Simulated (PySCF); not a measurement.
Consider C$_{3}$H$_{10}$OSi$_{2}$.

```yaml
atoms:
  - { symbol: C, position_ang: [2.5110, 0.0923, 0.2860] }
  - { symbol: Si, position_ang: [0.6919, 0.0973, 0.7970] }
  - { symbol: C, position_ang: [-0.3951, -1.2172, -0.0630] }
  - { symbol: C, position_ang: [-1.7577, -0.5641, -0.3428] }
  - { symbol: Si, position_ang: [-1.4570, 1.3010, -0.6138] }
  - { symbol: O, position_ang: [-0.0428, 1.4418, 0.2000] }
  - { symbol: H, position_ang: [3.0186, 0.9630, 0.6872] }
  - { symbol: H, position_ang: [3.0131, -0.7886, 0.6706] }
  - { symbol: H, position_ang: [2.6331, 0.1053, -0.7930] }
  - { symbol: H, position_ang: [0.5065, 0.1383, 2.2505] }
  - { symbol: H, position_ang: [0.0651, -1.5019, -1.0121] }
  - { symbol: H, position_ang: [-0.5189, -2.1377, 0.5071] }
  - { symbol: H, position_ang: [-2.3986, -0.6940, 0.5319] }
  - { symbol: H, position_ang: [-2.2658, -1.0601, -1.1698] }
  - { symbol: H, position_ang: [-1.1950, 1.6641, -2.0041] }
  - { symbol: H, position_ang: [-2.4160, 2.1695, 0.0570] }
```

Geometry: GFN2-xTB.

Level of theory: CAM-B3LYP/def2-SVPD, SCF density, gas phase in PySCF.

**Predict the electron density and electron localisation function between the atoms.**

Si–O (1.64 Å): the density is about 1.1 e/Å³ at the midpoint; the ELF peaks at about 0.85 between the atoms; a polar covalent bond.
C–Si (1.91 Å): ρ at the midpoint is about 0.94 e/Å³; the ELF peaks at about 0.95 between the atoms (a shared electron pair).

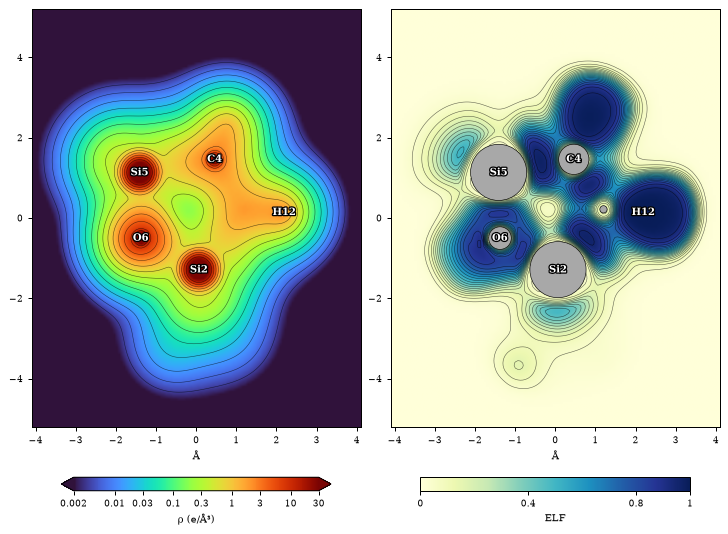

Computed electron density and electron localisation function on the plane of atoms Si2, O6 and Si5, in this order. Grey discs cover the atomic cores in the ELF map. 
